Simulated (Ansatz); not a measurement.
# Si2NH6F (SMILES F[SiH2]N[SiH3]): a chain of runs

Wanted: a series of 14 runs (HF/STO-3G, UHF/STO-3G, HF/3-21G, UHF/3-21G, HF/6-31G*, B3LYP/6-31G*, PBE/def2-SVP) of FH6NSi2. 

The results are computed with Ansatz 0.2.0.

**1. Starting point**

Si2NH6F: 10 atoms, total charge 0, spin state singlet. As SMILES, `F[SiH2]N[SiH3]`. The coordinates come from a PBE0-D4/def2-TZVP relaxation. This is one conformer, not always the lowest. The run starts from this shape.

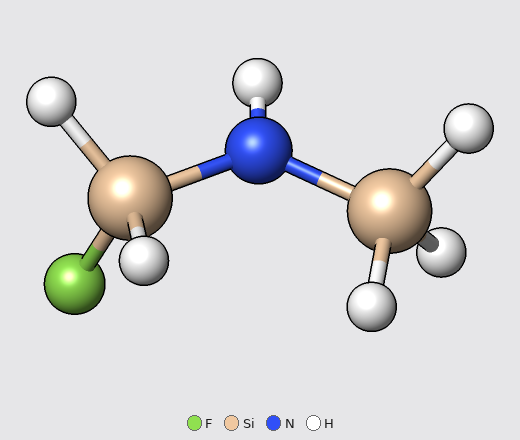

Viewed from a chosen angle; fluorine green, silicon light orange, nitrogen blue, hydrogen white.

**2. A structure relaxation at HF/STO-3G (start density atoms) (run 1)**

File job.yaml:

```yaml
crystal:
  periodic: [false, false, false]
  atoms:
    - {symbol: F, position_ang: [-1.561500, 0.994300, -1.776700]}
    - {symbol: Si, position_ang: [-0.375000, 1.301800, -0.745900]}
    - {symbol: "N", position_ang: [0.514800, -0.094800, -0.335900]}
    - {symbol: Si, position_ang: [0.194800, -1.236100, 0.928700]}
    - {symbol: H, position_ang: [0.517200, 2.267200, -1.426700]}
    - {symbol: H, position_ang: [-1.010100, 1.839400, 0.475900]}
    - {symbol: H, position_ang: [1.264300, -0.336200, -0.970000]}
    - {symbol: H, position_ang: [1.391500, -1.422100, 1.791600]}
    - {symbol: H, position_ang: [-0.186300, -2.569800, 0.392000]}
    - {symbol: H, position_ang: [-0.924400, -0.683300, 1.730300]}
basis:
  gaussian: {orbitals: STO-3G}
hamiltonian: {xc: hf}
relax: {f_tol: 0.002}
output: {orbitals: {seedname: orbitals}}
```

Started as:

```sh
$ ansatz run job.yaml --threads 1 --pin off --max-ram 3480MiB --events-out events.jsonl --progress --plain --runs-dir runs
```

Log:

```text
Warning: RAYON_NUM_THREADS=1 ignored (pool sized by the plan → 1); use --threads N
The last accepted step is kept in runs//last_step.txt (removed where the run ends without a failure and the disk answers)
[... 87 lines left out ...]
Total energy: -19770.16513419 eV, -726.5401679823 hartree
[... 10 lines left out ...]
Dipole moment:     0.208270     0.005513     0.087859 e Å
```

Run time: 11 s. Hardware: 1 thread of Arm Neoverse V1, shared host; peak memory 0.11 GiB.

Steps, from the record of the run:

```csv
step,energy from the first frame kept (eV),largest force (eV/Å)
1,0.0000,1.8430
2,-0.2587,0.3858
3,-0.2642,0.1663
4,-0.2652,0.0295
5,-0.2655,0.0311
6,-0.2657,0.0220
7,-0.2659,0.0311
8,-0.2660,0.0356
9,-0.2661,0.0271
10,-0.2661,0.0068
11,-0.2662,0.0050
12,-0.2662,0.0026
```

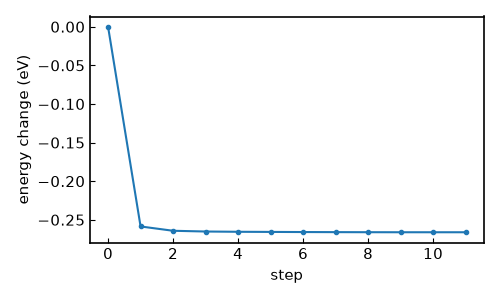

Energy along the run.

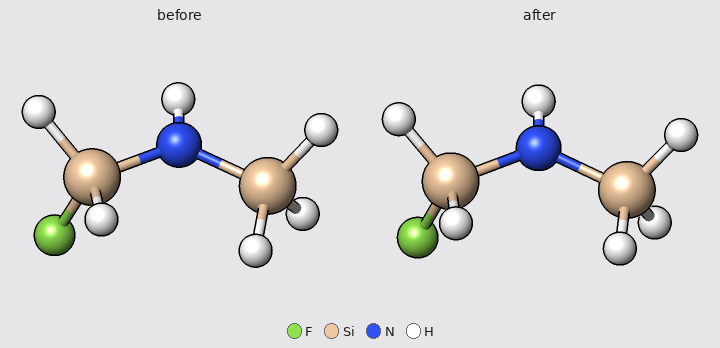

Before and after, at one scale.

After the run. Bond lengths: F1–Si2 1.616 Å, Si2–N3 1.706 Å, N3–Si4 1.725 Å, Si2–H5 1.424 Å, Si2–H6 1.424 Å, N3–H7 1.014 Å, Si4–H8 1.424 Å, Si4–H9 1.426 Å, Si4–H10 1.423 Å. Some angles: F1–Si2–N3 110.6°, Si2–N3–Si4 129.6°, F1–Si2–H5 108.0°, F1–Si2–H6 107.9°, N3–Si2–H5 110.0°, N3–Si2–H6 109.5°, Si2–N3–H7 115.1°, Si4–N3–H7 114.5°, N3–Si4–H8 110.5°, N3–Si4–H9 112.1°.

**3. Vibrational wavenumbers at HF/STO-3G (start density atoms) (run 2)**

File job.yaml:

```yaml
crystal:
  periodic: [false, false, false]
  atoms:
    - {symbol: F, position_ang: [-1.523571, 0.883454, -1.817737]}
    - {symbol: Si, position_ang: [-0.382939, 1.306765, -0.754828]}
    - {symbol: "N", position_ang: [0.528892, -0.054536, -0.278176]}
    - {symbol: Si, position_ang: [0.192286, -1.232530, 0.935643]}
    - {symbol: H, position_ang: [0.464289, 2.266314, -1.379002]}
    - {symbol: H, position_ang: [-1.031021, 1.866843, 0.382182]}
    - {symbol: H, position_ang: [1.302137, -0.290655, -0.889927]}
    - {symbol: H, position_ang: [1.369156, -1.533204, 1.679629]}
    - {symbol: H, position_ang: [-0.295039, -2.450905, 0.378540]}
    - {symbol: H, position_ang: [-0.798890, -0.701146, 1.806977]}
basis:
  gaussian:
    orbitals: STO-3G
hamiltonian:
  xc: hf
phonons:
  temperatures: {t_min: 298.15, t_max: 298.15, t_step: 1}
```

Started as:

```sh
$ ansatz run job.yaml --threads 1 --pin off --max-ram 3480MiB --events-out events.jsonl --progress --plain --runs-dir runs
```

Log:

```text
Warning: RAYON_NUM_THREADS=1 ignored (pool sized by the plan → 1); use --threads N
[... 326 lines left out ...]
Total energy: -19770.16514734 eV, -726.5401684657 hartree
[... 10 lines left out ...]
Dipole moment:     0.208272     0.005513     0.087860 e Å
Vibrations: 54.26 62.66 246.07 341.12 440.51 688.15 750.82 880.71 920.08 954.93 1020.15 1139.21 1162.04 1207.55 1220.32 1238.04 1265.54 1574.22 2856.78 2867.18 2894.93 2900.50 2915.57 4088.64 cm⁻¹, zero-point energy 2.088513 eV
```

It took 32 s on 1 thread of Arm Neoverse V1, shared host; peak memory 0.083 GiB.

Runs 3 to 5 aren't shown in full; the table further down has their settings and results.

**4. Vibrational wavenumbers at HF/3-21G (start density atoms) (run 6)**

File run.yaml:

```yaml
crystal:
  periodic: [false, false, false]
  atoms:
    - {symbol: F, position_ang: [-1.468602, 1.006137, -1.990087]}
    - {symbol: Si, position_ang: [-0.406644, 1.310022, -0.787004]}
    - {symbol: N, position_ang: [0.502327, -0.091051, -0.339766]}
    - {symbol: Si, position_ang: [0.211013, -1.247171, 0.955679]}
    - {symbol: H, position_ang: [0.502355, 2.354233, -1.297138]}
    - {symbol: H, position_ang: [-1.179771, 1.744784, 0.387977]}
    - {symbol: H, position_ang: [1.296407, -0.298413, -0.924020]}
    - {symbol: H, position_ang: [1.484001, -1.561298, 1.658277]}
    - {symbol: H, position_ang: [-0.378435, -2.528512, 0.482609]}
    - {symbol: H, position_ang: [-0.737352, -0.628329, 1.916773]}
basis:
  gaussian:
    orbitals: 3-21G.json
total_charge: 0
hamiltonian:
  xc: hf
phonons:
  temperatures:
    t_min: 298.15
    t_max: 298.15
    t_step: 1
```

The basis set 3-21G is read from a file made from the Basis Set Exchange's data (not shown).

Started as:

```sh
$ ansatz run run.yaml --threads 1 --pin off --max-ram 3480MiB --events-out events.jsonl --progress --plain --runs-dir runs
```

Log:

```text
Warning: RAYON_NUM_THREADS=1 ignored (pool sized by the plan → 1); use --threads N
[... 330 lines left out ...]
Total energy: -19903.33177530 eV, -731.4339517794 hartree
[... 10 lines left out ...]
Dipole moment:     0.400165    -0.025217     0.191263 e Å
Vibrations: 43.02 93.74 243.72 319.44 573.23 649.17 667.71 821.37 862.43 921.31 946.78 982.42 1004.10 1044.38 1059.86 1094.42 1127.85 1411.97 2264.75 2280.54 2295.94 2357.49 2377.04 3712.76 cm⁻¹, zero-point energy 1.807406 eV
```

It took 34 s on 1 thread of Arm Neoverse V1, shared host; peak memory 0.11 GiB.

Runs 7 to 13 aren't shown in full; the table further down has their settings and results.

**5. The harmonic vibrations at PBE/def2-SVP (start density atoms) (run 14)**

File run.yaml:

```yaml
basis:
  gaussian: {orbitals: def2-SVP}
crystal:
  periodic: [false, false, false]
  atoms:
    - {symbol: F, position_ang: [-1.561064, 0.982632, -1.869806]}
    - {symbol: Si, position_ang: [-0.391505, 1.320888, -0.765910]}
    - {symbol: "N", position_ang: [0.534687, -0.076187, -0.320424]}
    - {symbol: Si, position_ang: [0.203733, -1.253076, 0.948533]}
    - {symbol: H, position_ang: [0.520474, 2.316182, -1.416443]}
    - {symbol: H, position_ang: [-1.082459, 1.836493, 0.456719]}
    - {symbol: H, position_ang: [1.299198, -0.316568, -0.961575]}
    - {symbol: H, position_ang: [1.440454, -1.509161, 1.768665]}
    - {symbol: H, position_ang: [-0.267125, -2.579195, 0.409237]}
    - {symbol: H, position_ang: [-0.871093, -0.661608, 1.814304]}
phonons: {temperatures: {t_min: 298.15, t_max: 298.15, t_step: 1}}
hamiltonian: {xc: {name: PBE}}
```

Started as:

```sh
$ ansatz run run.yaml --threads 1 --pin off --max-ram 3480MiB --events-out events.jsonl --progress --plain --runs-dir runs
```

Log, shortened:

```text
Warning: RAYON_NUM_THREADS=1 ignored (pool sized by the plan → 1); use --threads N
[...]
1060 factors; their error is unknown
[...]
1060 factors; their error is unknown
[...]
1060 factors; their error is unknown
[...]
1060 factors; their error is unknown
[...]
1060 factors; their error is unknown
[...]
1060 factors; their error is unknown
[...]
1060 factors; their error is unknown
[...]
1060 factors; their error is unknown
[...]
1060 factors; their error is unknown
[...]
1060 factors; their error is unknown
[...]
1060 factors; their error is unknown
[...]
1060 factors; their error is unknown
[...]
1060 factors; their error is unknown
[...]
Dipole moment:     0.337252    -0.063389     0.084170 e Å
Vibrations: 66.15 84.30 194.67 286.03 412.46 576.88 598.92 688.61 753.76 804.29 833.18 886.15 894.86 916.02 927.10 936.63 975.58 1163.92 2150.66 2158.98 2188.05 2196.01 2214.25 3493.85 cm⁻¹, zero-point energy 1.636673 eV
```

Run time: 1.9 min. Hardware: 1 thread of Arm Neoverse V1, shared host; peak memory 0.12 GiB.

**6. All runs side by side**

```
run                                                    level         task  walk f tol  partner  energy (Eh)  dipole moment (D)  wall time
  1                          HF/STO-3G (start density atoms)     optimise       0.002     base  -726.540168               1.09       11 s
  2                          HF/STO-3G (start density atoms)  frequencies           –     base  -726.540168               1.09       32 s
  3                         UHF/STO-3G (start density atoms)       energy           –   cation  -726.336859                  –     0.36 s
  4                         UHF/STO-3G (start density atoms)     optimise           –   cation  -726.372278                  –       33 s
  5                           HF/3-21G (start density atoms)     optimise       0.002     base  -731.433952               2.13       14 s
  6                           HF/3-21G (start density atoms)  frequencies           –     base  -731.433952               2.13       34 s
  7                          UHF/3-21G (start density atoms)       energy           –   cation  -731.104025                  –     0.89 s
  8                          UHF/3-21G (start density atoms)     optimise           –   cation  -731.139447                  –       33 s
  9     HF/6-31G* (Cartesian functions, start density atoms)     optimise       0.002     base  -735.322893               1.85       23 s
 10     HF/6-31G* (Cartesian functions, start density atoms)  frequencies           –     base  -735.322893               1.85       82 s
 11  B3LYP/6-31G* (Cartesian functions, start density atoms)     optimise       0.002     base  -737.289478               1.70       51 s
 12  B3LYP/6-31G* (Cartesian functions, start density atoms)  frequencies           –     base  -737.289478               1.70    2.7 min
 13                       PBE/def2-SVP (start density atoms)     optimise       0.002     base  -736.501261               1.70       39 s
 14                       PBE/def2-SVP (start density atoms)  frequencies           –     base  -736.501261               1.70    1.9 min
```

**7. Outcome**

| quantity | value |
| --- | --- |
| run 14, PBE/def2-SVP: total energy | -736.50126 Eh |
| run 14, PBE/def2-SVP: dipole moment | 1.70 D |
| run 14, PBE/def2-SVP: largest force on an atom | 0.001 eV/Å |
| run 14, PBE/def2-SVP: lowest harmonic wavenumber | 66 cm⁻¹ |
| run 14, PBE/def2-SVP: highest harmonic wavenumber | 3494 cm⁻¹ |
| run 14, PBE/def2-SVP: zero-point energy | 157.9 kJ/mol |
| vertical ionisation energy (to the doublet cation), HF/STO-3G | 5.532 eV |
| vertical ionisation energy (to the doublet cation), HF/3-21G | 8.978 eV |
| adiabatic ionisation energy (to the doublet cation, no zero-point term), HF/STO-3G | 4.569 eV |
| adiabatic ionisation energy (to the doublet cation, no zero-point term), HF/3-21G | 8.014 eV |

**Reading.** At HF/STO-3G: the vertical ionisation energy comes to 5.53 eV (128 kcal/mol). In a minimal basis such a difference can be off by several eV, whatever the method. At HF/3-21G: the vertical ionisation energy comes to 8.98 eV (866 kJ/mol). At HF/STO-3G: the adiabatic ionisation energy (to the doublet cation, no zero-point term) is 4.57 eV (105 kcal/mol). At HF/3-21G: the adiabatic ionisation energy (to the doublet cation, no zero-point term) is 8.01 eV (773 kJ/mol). Totals of different functionals can't be ranked against each other. In runs 1, 2, 3, 4 the basis is minimal, so the values are rough. All runs together took 10 min, the longest 2.7 min.
